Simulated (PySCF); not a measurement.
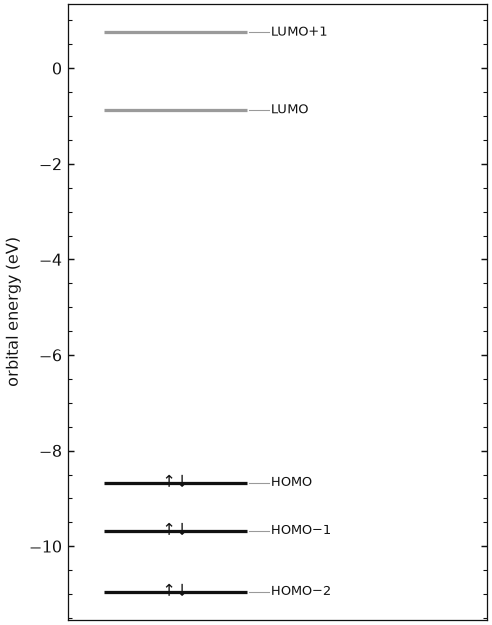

Kohn-Sham orbital energies near the frontier, CAM-B3LYP/def2-SVPD in PySCF 2.14.0, at a GFN2-xTB geometry (no frequency check), isolated molecule; empty levels in grey, levels within 0.03 eV side by side.

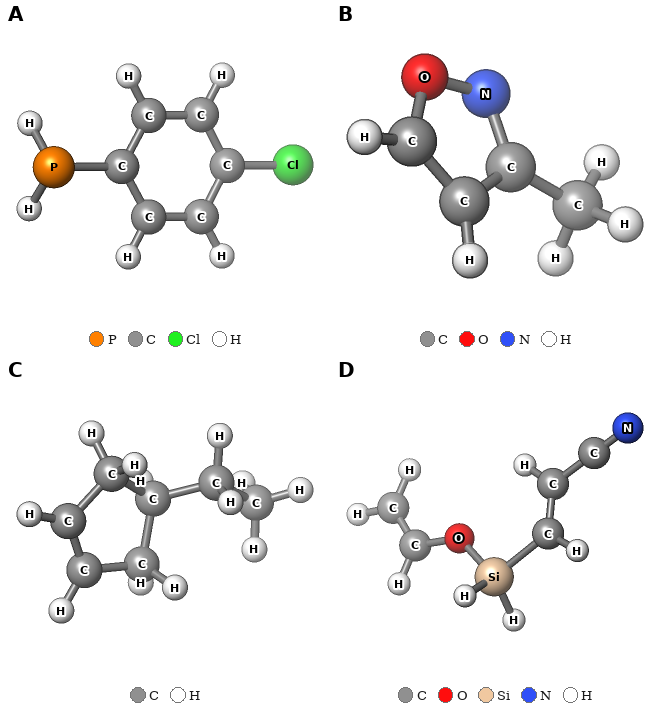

### Which molecule has this level scheme? Choose among the lettered structures.

Structure D, C₅H₇NOSi, SMILES C=CO[SiH2]/C=C/C#N. HOMO −8.67 eV, LUMO −0.87 eV, separation 7.80 eV.

Note: the tight-binding geometry is rougher than a DFT one and adds to the error; one conformer of a flexible molecule; empty levels above zero depend strongly on the basis.
